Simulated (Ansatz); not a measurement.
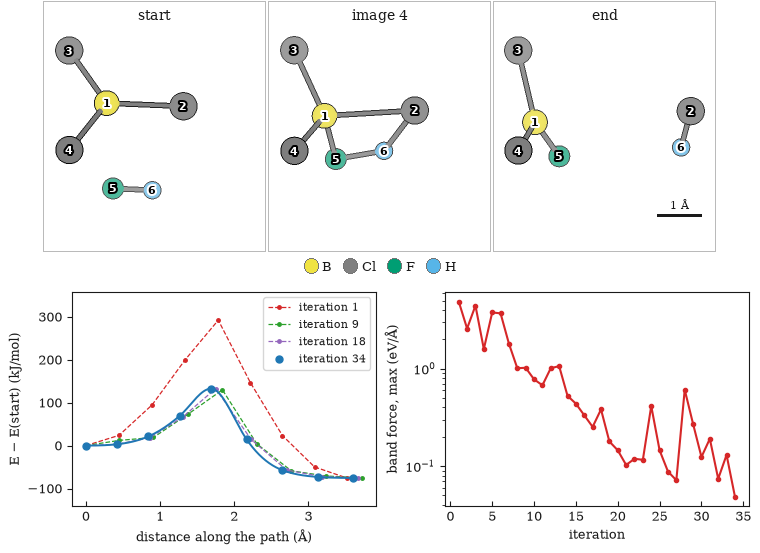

A nudged-elastic-band calculation for BHCl3F, made up of BCl$_{3}$ and HF. Images are numbered from 0 (start) to 8 (end). The plot follows the band through its iterations. The picture is a ball-and-stick view, seen from a free direction.

Level of theory: RHF/def2-SVP in Ansatz. Settings: 7 movable images; climbing image; force threshold 0.05 eV/Å; iteration limit 60; starting path through a guess of the saddle point.

**How did the profile develop, and is the result final?**

The result is final at these settings. The band converged in 34 iterations. The largest component of the band force went from 4.9 to 0.049 eV/Å. The climbing image converged on the top of the path. Its vibrational analysis gives one imaginary mode (1504i cm⁻¹), as a transition state must have. The first iteration put the highest image at 292.2 kJ/mol. The energy climbs by 132.7 kJ/mol to image 4 and then falls by 208.0 kJ/mol, so the end point sits at −75.3 kJ/mol.

Limits of the set-up: the start holds two separate molecules, 3.0 Å apart at their closest, whose relative position is a soft coordinate and is computed without a dispersion correction; Hartree-Fock leaves out electron correlation.
